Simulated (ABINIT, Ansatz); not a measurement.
# LiBeH3 (Pm-3m): phonons by linear response, part 2 of 4

How does LiBeH3 (Pm-3m) vibrate, and is this structure a minimum?

ABINIT 10.8.3; DFT LDA, scalar-relativistic, plane waves, PseudoDojo norm-conserving pseudopotentials.

So far. Step 3 (Ground state): The cell stands at -0.43 GPa: the relaxation ran with a smoothed and higher cutoff, and the difference is a stress of the finite basis. Step 5 (Zone-centre response): The acoustic modes at Γ come out as far as 0.4 cm⁻¹ from zero, where they should vanish, a small numerical error; the Born charges miss their sum rule by 0.052 e, too much: mesh or cutoff is short for the field response. The relaxed cell has a = 3.121 Å (conventional setting).

The structure was built from a prototype and need not be the compound's stable phase.

## Step 6: Linear response on the mesh

Linear response treats each wavevector of the 4×4×4 mesh in the unit cell; the first-order potentials are kept for the electron-phonon matrix elements.

Contents of dfpt_q.abi:

```
ndtset 9

# wavevectors
qpt1 0.25 0.0 0.0
qpt2 0.5 0.0 0.0
qpt3 0.25 0.25 0.0
qpt4 0.5 0.25 0.0
qpt5 0.5 0.5 0.0
qpt6 0.25 0.25 0.25
qpt7 0.5 0.25 0.25
qpt8 0.5 0.5 0.25
qpt9 0.5 0.5 0.5

# displacements
getwfk_filepath "gso_WFK"
getwfq_filepath "gso_WFK"
kptopt 3
nqpt 1
rfphon 1
rfatpol 1 5
rfdir 1 1 1
tolvrs 1.0d-10
prtwf 0
prtpot 1

# basis, mesh and filling
ecut 38.0
ngkpt 8 8 8
nshiftk 1
shiftk 0.0 0.0 0.0
istwfk *1
occopt 1
nband 5
nstep 100
diemac 9.0
prtebands 0
prtgsr 0
useylm 1

# cell and atoms
acell 5.898178287 5.898178287 5.898178287
rprim 
    1.0 0.0 0.0
    0.0 1.0 0.0
    0.0 0.0 1.0
ntypat 3
znucl 3 4 1
natom 5
typat 1 2 3 3 3
xred 
    0.0 0.0 0.0
    0.5 0.5 0.5
    0.5 0.5 0.0
    0.5 0.0 0.5
    0.0 0.5 0.5
pp_dirpath "./pseudo"
pseudos "Li.upf, Be.upf, H.upf"
```

Run with:

```
$ OMP_NUM_THREADS=1 mpirun -n 4 abinit dfpt_q.abi > dfpt_q.log
```

Numbers of over 12 decimals in the logs are rounded to 6 here.

dfpt_q.abo, the main output file:

```text
[banners, grids, parts of the stress and lines that vanish by symmetry left out]
- input  file    -> dfpt_q.abi
- output file    -> dfpt_q.abo
- root for input  files -> dfpt_qi
[...]
DATASET    1 : space group Pm -3 m (#221); Bravais cP (primitive cubic)
[...]
nfft =       46656          nkpt =         512
[...]
DATASET    2 : space group Pm -3 m (#221); Bravais cP (primitive cubic)
[...]
nfft =       46656          nkpt =         512
[...]
DATASET    3 : space group Pm -3 m (#221); Bravais cP (primitive cubic)
[...]
nfft =       46656          nkpt =         512
[...]
DATASET    4 : space group Pm -3 m (#221); Bravais cP (primitive cubic)
[...]
nfft =       46656          nkpt =         512
[...]
DATASET    8 : space group Pm -3 m (#221); Bravais cP (primitive cubic)
[...]
nfft =       46656          nkpt =         512
[...]
DATASET    9 : space group Pm -3 m (#221); Bravais cP (primitive cubic)
[...]
nfft =       46656          nkpt =         512
[...]
== DATASET  1 ==================================================================
[...]
cutoff_energies: {ecut:  38.0, pawecutdg:  -1.0, }
[...]
Perturbation : displacement of atom   1   along direction   1
[...]
-ETOT  1   1.596015     -1.198E+03 1.507E+01 2.032E+04
 ETOT  2  0.892287     -7.037E-01 5.105E-03 3.967E+02
 ETOT  3  0.884570     -7.717E-03 1.530E-05 3.694E+01
 ETOT  4  0.883819     -7.505E-04 1.937E-06 2.614E-01
 ETOT  5  0.883813     -6.792E-06 2.502E-08 2.631E-03
[...]
At SCF step    9       vres2   =  1.56E-11 < tolvrs=  1.00E-10 =>converged.
[...]
Perturbation : displacement of atom   1   along direction   2
[...]
-ETOT  1  0.372442     -1.179E+03 1.505E+01 1.686E+02
[...]
At SCF step    8       vres2   =  1.14E-12 < tolvrs=  1.00E-10 =>converged.
[...]
Perturbation : displacement of atom   2   along direction   1
[...]
-ETOT  1   5.878453     -2.777E+03 5.850E+01 5.621E+04
[...]
At SCF step   10       vres2   =  3.10E-12 < tolvrs=  1.00E-10 =>converged.
[...]
Perturbation : displacement of atom   2   along direction   2
[...]
-ETOT  1   2.917920     -2.743E+03 5.848E+01 1.823E+03
[...]
At SCF step    8       vres2   =  4.65E-12 < tolvrs=  1.00E-10 =>converged.
[...]
Perturbation : displacement of atom   3   along direction   1
[...]
-ETOT  1   1.938376     -3.773E+01 2.480E-01 3.559E+04
[...]
Perturbation : displacement of atom   3   along direction   2
[...]
-ETOT  1  0.947230     -3.642E+01 2.449E-01 4.959E+02
[...]
Perturbation : displacement of atom   3   along direction   3
[...]
-ETOT  1   2.983785     -3.958E+01 3.058E-01 2.061E+03
[...]
Perturbation : displacement of atom   5   along direction   1
[...]
-ETOT  1   8.518890     -3.634E+01 3.676E-01 1.855E+05
[...]
Perturbation : displacement of atom   5   along direction   2
[...]
-ETOT  1  0.923571     -3.644E+01 2.584E-01 5.325E+02
[...]
Phonon wavevector (reduced coordinates) :  0.25000  0.00000  0.00000
 Phonon energies in Hartree :
[...]
Phonon frequencies in cm-1    :
-  9.641376E+01  9.641376E+01  2.313979E+02  2.313979E+02  2.476795E+02
-  3.336122E+02  6.103081E+02  6.103081E+02  8.010015E+02  8.010015E+02
-  8.294805E+02  9.834207E+02  1.439235E+03  1.439235E+03  1.718488E+03
[...]
== DATASET  2 ==================================================================
[...]
cutoff_energies: {ecut:  38.0, pawecutdg:  -1.0, }
[...]
Perturbation : displacement of atom   1   along direction   1
[...]
-ETOT  1   1.428251     -1.199E+03 1.509E+01 1.275E+03
[...]
Perturbation : displacement of atom   1   along direction   2
[...]
-ETOT  1  0.350625     -1.178E+03 1.505E+01 6.077E+01
[...]
Perturbation : displacement of atom   2   along direction   1
[...]
-ETOT  1   5.026937     -2.780E+03 5.851E+01 6.794E+03
[...]
Perturbation : displacement of atom   2   along direction   2
[...]
-ETOT  1   2.945865     -2.742E+03 5.848E+01 1.487E+03
[...]
Perturbation : displacement of atom   3   along direction   1
[...]
-ETOT  1   1.713169     -3.806E+01 3.869E-01 8.720E+03
[...]
Perturbation : displacement of atom   3   along direction   2
[...]
-ETOT  1  0.946216     -3.636E+01 3.353E-01 4.313E+02
[...]
Perturbation : displacement of atom   3   along direction   3
[...]
-ETOT  1   3.059114     -3.945E+01 3.896E-01 1.968E+03
[...]
Perturbation : displacement of atom   5   along direction   1
[...]
-ETOT  1   6.962991     -3.801E+01 2.899E-01 3.399E+04
[...]
Perturbation : displacement of atom   5   along direction   2
[...]
-ETOT  1  0.846432     -3.646E+01 2.195E-01 5.003E+02
[...]
Phonon wavevector (reduced coordinates) :  0.50000  0.50000  0.25000
 Phonon energies in Hartree :
[...]
Phonon frequencies in cm-1    :
- -5.912095E+02  1.469463E+02  1.713373E+02  1.713373E+02  1.935667E+02
-  1.935667E+02  5.100421E+02  6.556528E+02  6.556528E+02  9.885248E+02
-  9.885248E+02  1.028282E+03  1.375630E+03  1.425898E+03  1.865781E+03
[...]
== DATASET  9 ==================================================================
[...]
cutoff_energies: {ecut:  38.0, pawecutdg:  -1.0, }
[...]
Perturbation : displacement of atom   1   along direction   1
[...]
-ETOT  1  0.653175     -1.185E+03 1.508E+01 9.939E+02
[...]
Perturbation : displacement of atom   2   along direction   1
[...]
-ETOT  1   5.743089     -2.753E+03 5.850E+01 2.831E+02
[...]
Perturbation : displacement of atom   3   along direction   1
[...]
-ETOT  1  0.673043     -3.746E+01 2.752E-01 1.079E+03
[...]
At SCF step    7       vres2   =  7.83E-11 < tolvrs=  1.00E-10 =>converged.
[...]
Perturbation : displacement of atom   3   along direction   3
[...]
-ETOT  1   4.424102     -3.890E+01 3.971E-01 4.627E+03
[...]
ETOT  7   3.414292     -2.970E-12 2.473E-14 1.036E-10
 ETOT  8   3.414292     -7.461E-13 7.176E-17 7.209E-13
 At SCF step    8       vres2   =  7.21E-13 < tolvrs=  1.00E-10 =>converged.
[...]
Phonon wavevector (reduced coordinates) :  0.50000  0.50000  0.50000
 Phonon energies in Hartree :
[...]
Phonon frequencies in cm-1    :
- -5.710387E+02 -5.710387E+02 -5.710387E+02  1.627019E+02  1.627019E+02
-  1.627019E+02  6.340986E+02  6.340986E+02  6.340986E+02  1.022516E+03
-  1.022516E+03  1.022516E+03  1.436800E+03  1.436800E+03  1.894781E+03
[...]
fcart6     0.0000000000E+00  0.0000000000E+00  0.0000000000E+00
   
================================================================================
```

It took 18 min on 4 MPI ranks of Intel Xeon 6975P-C (Granite Rapids), shared host; 73 min of CPU time.

Numbers from this step:

```
lowest mode on the q mesh (acoustic ones at the zone centre apart) : -608.6 cm⁻¹
```

Frequencies (cm⁻¹) before the sum rule at the irreducible wavevectors but Γ, which is solved apart; negative means imaginary. Frequencies by wavevector:

```csv
q (fractions),star,mode 1,mode 2,mode 3,mode 4,mode 13,mode 14,mode 15
0.25 0 0,6,96.41,96.41,231.4,231.4,1439,1439,1718
0.5 0 0,3,104.3,104.3,319.1,319.1,1433,1433,1740
0.25 0.25 0,12,107.2,136.5,204.2,227.8,1421,1430,1763
0.5 0.25 0,12,92.43,115.8,213.8,225.8,1395,1421,1791
0.5 0.5 0,3,-608.6,126.5,181.4,181.4,1314,1411,1831
0.25 0.25 0.25,8,136.8,136.8,199.2,245.1,1409,1409,1807
0.5 0.25 0.25,12,-64.61,131.8,171.9,192.9,1404,1404,1834
0.5 0.5 0.25,6,-591.2,146.9,171.3,171.3,1376,1426,1866
0.5 0.5 0.5,1,-571,-571,-571,162.7,1437,1437,1895
```

## Step 7: Dispersion

anaddb transforms the dynamical matrices to force constants, with the dipole-dipole part treated apart, and back along the path; points of the mesh come back as solved, but for the sum rule and, in polar crystals, the LO-TO term at Γ; the rest is interpolation.

Contents of anaddb.abi:

```
ddb_filepath "all_DDB"
output_file "anaddb.abo"
outdata_prefix "anaddb"
ifcflag 1
ngqpt 4 4 4
nqshft 1
q1shft 0.0 0.0 0.0
asr 1
chneut 1
dipdip 1
dipquad 0
quadquad 0
enunit 0
eivec 0
nph1l 62
qph1l 
    0.0 5.0d-06 0.0 1.0
    0.0 0.05 0.0 1.0
    0.0 0.1 0.0 1.0
    0.0 0.15 0.0 1.0
    0.0 0.2 0.0 1.0
    0.0 0.25 0.0 1.0
    0.0 0.3 0.0 1.0
    0.0 0.35 0.0 1.0
    0.0 0.4 0.0 1.0
    0.0 0.45 0.0 1.0
    0.0 0.5 0.0 1.0
    0.05 0.5 0.0 1.0
    0.1 0.5 0.0 1.0
    0.15 0.5 0.0 1.0
    0.2 0.5 0.0 1.0
    0.25 0.5 0.0 1.0
    0.3 0.5 0.0 1.0
    0.35 0.5 0.0 1.0
    0.4 0.5 0.0 1.0
    0.45 0.5 0.0 1.0
    0.5 0.5 0.0 1.0
    0.45 0.45 0.0 1.0
    0.4 0.4 0.0 1.0
    0.35 0.35 0.0 1.0
    0.3 0.3 0.0 1.0
    0.25 0.25 0.0 1.0
    0.2 0.2 0.0 1.0
    0.15 0.15 0.0 1.0
    0.1 0.1 0.0 1.0
    0.05 0.05 0.0 1.0
    5.0d-06 5.0d-06 5.0d-06 1.0
    0.05 0.05 0.05 1.0
    0.1 0.1 0.1 1.0
    0.15 0.15 0.15 1.0
    0.2 0.2 0.2 1.0
    0.25 0.25 0.25 1.0
    0.3 0.3 0.3 1.0
    0.35 0.35 0.35 1.0
    0.4 0.4 0.4 1.0
    0.45 0.45 0.45 1.0
    0.5 0.5 0.5 1.0
    0.45 0.5 0.45 1.0
    0.4 0.5 0.4 1.0
    0.35 0.5 0.35 1.0
    0.3 0.5 0.3 1.0
    0.25 0.5 0.25 1.0
    0.2 0.5 0.2 1.0
    0.15 0.5 0.15 1.0
    0.1 0.5 0.1 1.0
    0.05 0.5 0.05 1.0
    0.0 0.5 0.0 1.0
    0.5 0.5 0.5 1.0
    0.5 0.5 0.45 1.0
    0.5 0.5 0.4 1.0
    0.5 0.5 0.35 1.0
    0.5 0.5 0.3 1.0
    0.5 0.5 0.25 1.0
    0.5 0.5 0.2 1.0
    0.5 0.5 0.15 1.0
    0.5 0.5 0.1 1.0
    0.5 0.5 0.05 1.0
    0.5 0.5 0.0 1.0
```

Contents of mrgddb.in:

```
all_DDB
merged
10
dfpt_gammao_DS2_DDB
dfpt_qo_DS1_DDB
dfpt_qo_DS2_DDB
dfpt_qo_DS3_DDB
dfpt_qo_DS4_DDB
dfpt_qo_DS5_DDB
dfpt_qo_DS6_DDB
dfpt_qo_DS7_DDB
dfpt_qo_DS8_DDB
dfpt_qo_DS9_DDB
```

Run with:

```
$ mrgddb < mrgddb.in > mrgddb.log
$ OMP_NUM_THREADS=1 anaddb anaddb.abi > anaddb.log
```

anaddb.abo, the main output file:

```text
[banners, grids, parts of the stress and lines that vanish by symmetry left out]
-outvars_anaddb: echo values of input variables ----------------------

 Flags :
[...]
Dielectric Tensor and Effective Charges
[...]
Effective charge tensors after
[...]
Phonon wavevector (reduced coordinates) :  0.00000  0.00001  0.00000
 Phonon energies in Hartree :
[...]
Phonon frequencies in cm-1    :
-  4.168924E-03  4.169021E-03  5.877236E-03  1.149959E+02  1.149959E+02
-  2.314374E+02  5.766281E+02  5.766281E+02  8.071863E+02  8.071863E+02
-  8.071863E+02  9.677749E+02  1.446603E+03  1.446603E+03  1.678320E+03
[...]
Phonon wavevector (reduced coordinates) :  0.00000  0.05000  0.00000
 Phonon energies in Hartree :
[...]
Phonon frequencies in cm-1    :
-  3.926918E+01  3.926918E+01  5.784960E+01  1.188333E+02  1.188333E+02
-  2.369872E+02  5.781892E+02  5.781892E+02  8.074224E+02  8.074224E+02
-  8.092056E+02  9.688118E+02  1.446249E+03  1.446249E+03  1.680712E+03
[...]
Phonon wavevector (reduced coordinates) :  0.00000  0.10000  0.00000
 Phonon energies in Hartree :
[...]
Phonon frequencies in cm-1    :
-  6.949892E+01  6.949892E+01  1.135541E+02  1.337768E+02  1.337768E+02
-  2.525581E+02  5.827093E+02  5.827093E+02  8.078577E+02  8.078577E+02
-  8.145089E+02  9.716583E+02  1.445209E+03  1.445209E+03  1.687406E+03
[...]
Phonon wavevector (reduced coordinates) :  0.00000  0.15000  0.00000
 Phonon energies in Hartree :
[...]
Phonon frequencies in cm-1    :
-  8.509506E+01  8.509506E+01  1.626507E+02  1.626507E+02  1.649907E+02
-  2.756326E+02  5.897978E+02  5.897978E+02  8.077107E+02  8.077107E+02
-  8.211484E+02  9.756172E+02  1.443571E+03  1.443571E+03  1.697100E+03
[...]
Phonon wavevector (reduced coordinates) :  0.00000  0.20000  0.00000
 Phonon energies in Hartree :
[...]
Phonon frequencies in cm-1    :
-  9.224776E+01  9.224776E+01  1.974740E+02  1.974740E+02  2.101772E+02
-  3.034882E+02  5.990640E+02  5.990640E+02  8.058339E+02  8.058339E+02
[...]
Phonon wavevector (reduced coordinates) :  0.00000  0.25000  0.00000
 Phonon energies in Hartree :
[...]
Phonon frequencies in cm-1    :
[...]
Phonon wavevector (reduced coordinates) :  0.00000  0.30000  0.00000
 Phonon energies in Hartree :
[...]
Phonon frequencies in cm-1    :
[...]
Phonon wavevector (reduced coordinates) :  0.00000  0.35000  0.00000
 Phonon energies in Hartree :
[...]
Phonon frequencies in cm-1    :
[...]
Phonon wavevector (reduced coordinates) :  0.00000  0.40000  0.00000
 Phonon energies in Hartree :
[...]
Phonon frequencies in cm-1    :
[...]
Phonon wavevector (reduced coordinates) :  0.00000  0.45000  0.00000
 Phonon energies in Hartree :
[...]
Phonon frequencies in cm-1    :
[...]
Phonon wavevector (reduced coordinates) :  0.00000  0.50000  0.00000
 Phonon energies in Hartree :
[...]
Phonon frequencies in cm-1    :
[...]
Phonon wavevector (reduced coordinates) :  0.05000  0.50000  0.00000
 Phonon energies in Hartree :
[...]
Phonon frequencies in cm-1    :
[...]
Phonon wavevector (reduced coordinates) :  0.10000  0.50000  0.00000
 Phonon energies in Hartree :
[...]
Phonon frequencies in cm-1    :
[...]
Phonon wavevector (reduced coordinates) :  0.15000  0.50000  0.00000
 Phonon energies in Hartree :
[...]
Phonon frequencies in cm-1    :
[...]
Phonon frequencies in cm-1    :
[...]
Phonon wavevector (reduced coordinates) :  0.25000  0.25000  0.25000
 Phonon energies in Hartree :
[...]
Phonon frequencies in cm-1    :
[...]
-  4.765383E+02  5.213908E+02  6.240019E+02  6.240019E+02  9.289702E+02
-  9.289702E+02  1.008173E+03  1.409055E+03  1.409055E+03  1.806755E+03
  Phonon wavevector (reduced coordinates) :  0.30000  0.30000  0.30000
 Phonon energies in Hartree :
[...]
Phonon frequencies in cm-1    :
-  1.230820E+02  1.230820E+02  1.708406E+02  1.708406E+02  1.871448E+02
-  3.515114E+02  5.324628E+02  6.106676E+02  6.106676E+02  9.604587E+02
-  9.604587E+02  1.016015E+03  1.403581E+03  1.403581E+03  1.837025E+03
  Phonon wavevector (reduced coordinates) :  0.35000  0.35000  0.35000
 Phonon energies in Hartree :
[...]
Phonon frequencies in cm-1    :
- -2.628786E+02 -2.628786E+02 -1.805749E+02  1.583960E+02  1.583960E+02
[...]
Phonon wavevector (reduced coordinates) :  0.40000  0.40000  0.40000
 Phonon energies in Hartree :
[...]
Phonon frequencies in cm-1    :
[...]
Phonon wavevector (reduced coordinates) :  0.45000  0.45000  0.45000
 Phonon energies in Hartree :
[...]
Phonon frequencies in cm-1    :
[...]
Phonon wavevector (reduced coordinates) :  0.50000  0.50000  0.50000
 Phonon energies in Hartree :
[...]
Phonon wavevector (reduced coordinates) :  0.50000  0.50000  0.05000
 Phonon energies in Hartree :
[...]
Phonon frequencies in cm-1    :
[...]
Phonon wavevector (reduced coordinates) :  0.50000  0.50000  0.00000
 Phonon energies in Hartree :
[...]
Phonon frequencies in cm-1    :
[...]
-  5.108234E+02  5.108234E+02  7.280919E+02  7.280919E+02  9.225825E+02
-  9.225825E+02  1.035499E+03  1.314456E+03  1.410818E+03  1.830594E+03
-
```

The job ended after 0.94 s (1 thread).

This step gave:

| Quantity | Value |
| --- | --- |
| lowest frequency on the path | -608.6 cm⁻¹ |

Anaddb, dipole-dipole term. Phonon branches along the path, in cm⁻¹:

```csv
point,branch 1,branch 2,branch 3,branch 4,branch 12,branch 13,branch 14,branch 15
Γ,0,0,0,115,968,1447,1447,1678
X,104,104,319,319,988,1433,1433,1740
M,-609,126,181,181,1036,1314,1411,1831
Γ,0,0,0,115,968,1447,1447,1678
R,-571,-571,-571,163,1022,1437,1437,1895
X,104,104,319,319,988,1433,1433,1740
jump to R,-571,-571,-571,163,1022,1437,1437,1895
M,-609,126,181,181,1036,1314,1411,1831
```

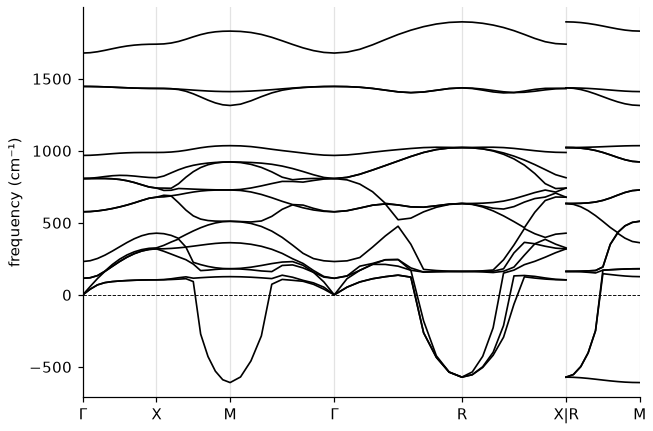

Phonon branches along the path.

The path dips to 609i cm⁻¹.

[end of part 2 of 4]

[Host names and launcher messages were left out of these logs when they were recorded.]

[Logs are printed without paths, hosts, clocks, repeated set-up lines and the standing remarks that a program may print on its own settings, such as how far it seeks lower states.]

[Hosts, paths, dates, database ids (printed as entryN), source tags and the programs' standing remarks are cut or masked in the printed files.]
